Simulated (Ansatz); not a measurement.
# Site preference of a vacancy of Ag in CsAgF3(111) slab (240 atoms): runs compared

At which site of CsAgF3(111) slab (240 atoms) does a vacancy of Ag cost least, and what about the site decides it?

Computed with Ansatz 0.2.0: Kohn-Sham DFT, r2SCAN, PAW (set soft_2), plane waves.

### Step 1. The cell as built

The cell holds 240 atoms: 48 Cs, 48 Ag and 144 F. Its edges and angles: a = 18.354 Å, b = 21.419 Å, c = 25.958 Å, α = 90.0°, β = 90.0°, γ = 115.4°. It derives from CsAgF3 (I4/mcm, COD entry). I4/mcm (COD entry) CsAgF3 (cell 6.489, 6.489, 8.52, 90, 90, 90), (111) slab of 3 repeat layers, 2 x 2 surface cells, 14 Å of vacuum; atoms within 3.5 Å of the bottom held; not relaxed, displaced by a Gaussian of 0.02 Å. Vacuum lies along c.

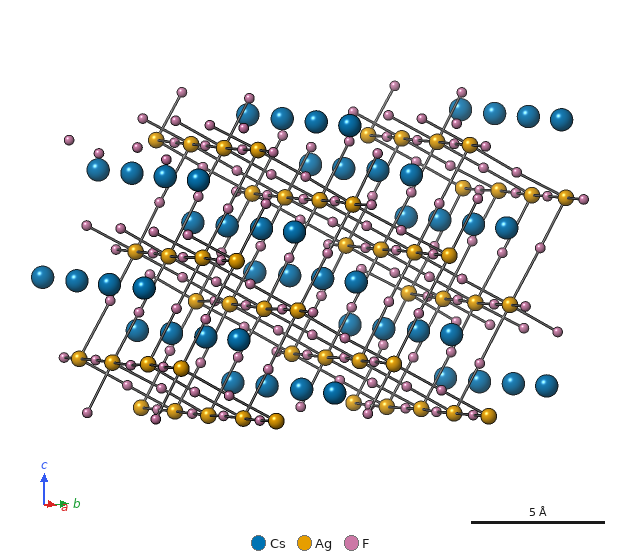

The cell as built. Some periodic images of atoms are drawn too.

Limits known from the start: The main run has no spin polarisation, so moments on Ag can't form in it, and no Hubbard term. Only the Γ point is sampled, in a cell whose shortest periodic width is 17 Å. The levels lack spin–orbit coupling, which is large for the heavy elements here. 76 of the 240 atoms are held fixed where they were built.

### Step 2. The reference run

The reference is a single point at the end of the relaxation.

Every defect cell starts from the geometry of this run and is relaxed in the fixed cell.

Its input, with most atom lines left out:

```yaml
crystal:
  lattice:
    - [18.35366, 0.0, 0.0]
    - [-9.17683, 19.35396, 0.0]
    - [0.0, 0.0, 25.95788]
  atoms:
    - { symbol: Cs, position: [0.45212, 0.40203, 0.30869] }
    - { symbol: Cs, position: [0.10358, 0.2074, 0.3856] }
    - { symbol: Cs, position: [0.35381, 0.20832, 0.38629] }
    - { symbol: Cs, position: [0.20029, 0.40157, 0.3087] }
    - { symbol: Ag, position: [0.39853, 0.05493, 0.34696] }
    - { symbol: Ag, position: [0.15147, 0.05534, 0.34765] }
    - { symbol: Ag, position: [0.499, 0.24882, 0.26872] }
    [... atom lines 8 to 240 left out ...]
kpoints:
  mp_grid: { grid: [1, 1, 1] }
hamiltonian:
  xc: r2scan
scf:
  occupations: { method: gaussian, width: 0.05 }
output:
  forces: true
  populations: intrinsic
  dos:
    method: { smearing: { sigma: 0.1 } }
    de: 0.1
    projected: { site_lists: { Ag: [Ag], Cs: [Cs], F: [F] } }
  eigenvalues: true
  write_density: true
  write_potential: true
  volumetric_format: npy
```

```
free energy per atom   : -3144.0747 eV/atom
r.m.s. force component : 0.224 eV/Å
```

Counting bands leaves a spacing of only 0.051 eV (at Γ alone), which the smearing bridges: 4 levels are partly filled by over 2 %, so a gap, if any, is small at this level.

### Step 3. The runs

Each row is one run, on 1 × NVIDIA GB200 with 32 threads of Arm Neoverse V2, shared host. The free energy is the program's total, comparable only between runs with the same functional, potentials and atoms.

```
                                 run  atoms    outcome  ionic steps, all passes  free energy (eV)     time  host memory (GiB)  planned on the GPU (GiB)
           Single point at the start    240  converged                        -       -754572.553     14 s                3.2                        35
                          Relaxation    240  converged                        7       -754577.939     60 s                3.4                         -
Single point at the relaxed geometry    240  converged                        -       -754577.939     18 s                 13                        35
           Vacancy of Ag, site Ag225    239  converged                       44       -746971.266  6.9 min                3.6                         -
            Vacancy of Ag, site Ag86    239  converged                       11       -746971.433  1.7 min                3.6                         -
            Vacancy of Ag, site Ag88    239  converged                        6       -746971.503     59 s                3.5                         -
           Vacancy of Ag, site Ag108    239  converged                        7       -746971.601     82 s                3.6                         -
            Vacancy of Ag, site Ag27    239  converged                        9       -746971.811     93 s                3.5                         -
```

In some runs the program notes that the exchange-correlation potential is rough where the density is thin.

The surroundings of site Ag27, the cheapest one, after relaxation: 14 atoms, nearest first, with positions taken from that point. Atoms keep their numbers of the cell before the removal, where the removed atom was number 27.

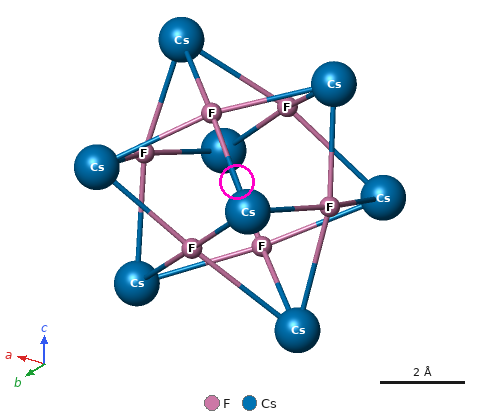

The atoms of the table, within 3.9 Å (arrows a, b, c point along x, y, z); some may hide others. A ring marks the centre wherever it is empty.

```
 atom      x      y      z  distance (Å)  bonds     Fx     Fy  Fz (eV/Å)
  F17   0.00   1.95  -0.97          2.18      5   0.03   1.02      -0.78
  F15  -0.01  -1.09  -2.18          2.44      5   0.00   0.47       0.10
  F40  -0.01  -2.21   1.11          2.47      5   0.00   0.00       0.00
  F36   0.00   1.10   2.31          2.56      5   0.00   0.00       0.00
  F34   2.66  -0.01   0.05          2.66      5   0.00   0.00       0.00
  F33  -2.66  -0.02   0.06          2.66      5   0.00   0.00       0.00
 Cs81  -2.17   2.80   0.97          3.68     12   0.00   0.00       0.00
Cs204   2.17   2.81   0.98          3.69     12   0.00   0.00       0.00
 Cs22   2.19  -0.92   2.85          3.71     12   0.00   0.00       0.00
 Cs23  -2.20  -0.92   2.85          3.72     12   0.00   0.00       0.00
  Cs3   2.29  -2.90  -0.99          3.83     12  -0.14   0.11      -0.15
  Cs2  -2.30  -2.92  -1.00          3.85     12   0.15   0.13      -0.09
  Cs4  -2.30   0.84  -3.00          3.87      8   0.40   0.03       0.41
  Cs1   2.31   0.84  -3.00          3.88      8  -0.42  -0.03       0.40
```

The column of bonds counts only the pairs F-Cs within 3.73 Å, F-Ag within 2.36 Å; other neighbours, such as metal atoms beside each other in a compound, aren't counted, and periodic images can show an atom twice.

Atoms held fixed keep their forces.

### Step 4. The sites compared

All these cells hold the same atoms, so their energies can be compared with no chemical potential.

```
 site  neighbours  mean distance (Å)  atoms within 6 Å  energy over the best site (eV)  before relaxation (eV)  gain on relaxing (eV)
 Ag27          F4               2.16                43                            0.00                    0.23                   1.42
Ag108          F4               2.15                39                            0.21                    0.63                   1.61
 Ag88          F4               2.16                42                            0.31                    0.00                   0.88
 Ag86          F4               2.10                44                            0.38                    0.82                   1.64
Ag225          F4               1.97                31                            0.55                    3.11                   3.76
```

Neighbours are those of the relaxed host within 2.36 Å (F-Ag); other pairs aren't counted.

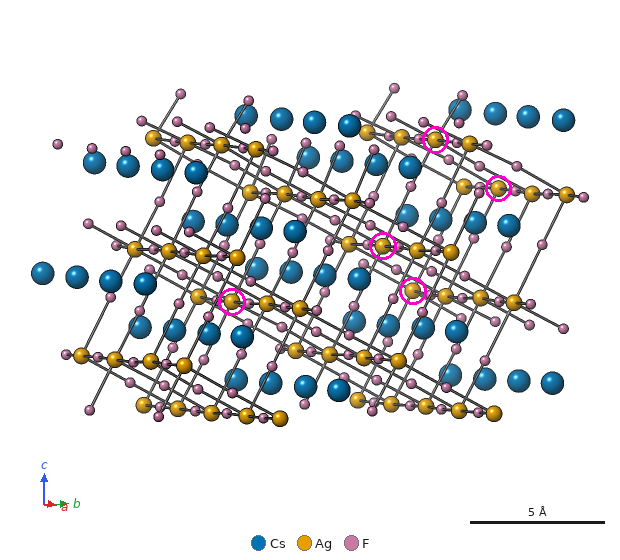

The relaxed cell with the tried sites ringed. Some periodic images of atoms are drawn too.

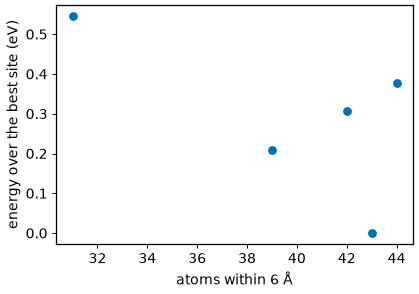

Site energy against the site's surroundings.

### Step 5. Outcome

The cheapest site is Ag27 (4 neighbours, F4); the dearest, Ag225 (4 neighbours, F4), costs 0.55 eV more. Over 5 sites the energy shows no clear trend with the atoms within 6 Å. Sites with the same first shell differ by up to 0.55 eV, from their geometry, farther neighbours or the strain of the held atoms. At Ag225 (largest move 6.6 Å) other atoms changed place, so the end state is more than the plain defect. Relaxation changes the order: the best site before relaxing was Ag88.

Caveats: Defects are neutral and interact with their images. Held atoms near a site can't respond, which biases energies and gains. Only 5 of the 48 Ag sites were tried; unless symmetry makes the others alike to these, a cheaper one may exist. The change leaves an odd electron count, and these runs have no spin polarisation. 76 atoms were held in place, and force statistics include the forces on them.

The DFT runs together took 14 min of wall time.

[Logs are printed without paths, hosts, clocks, repeated set-up lines and the standing remarks that a program may print on its own settings, such as how far it seeks lower states.]

[Hosts, paths, dates, database ids (printed as entryN), source tags and the programs' standing remarks are cut or masked in the printed files.]
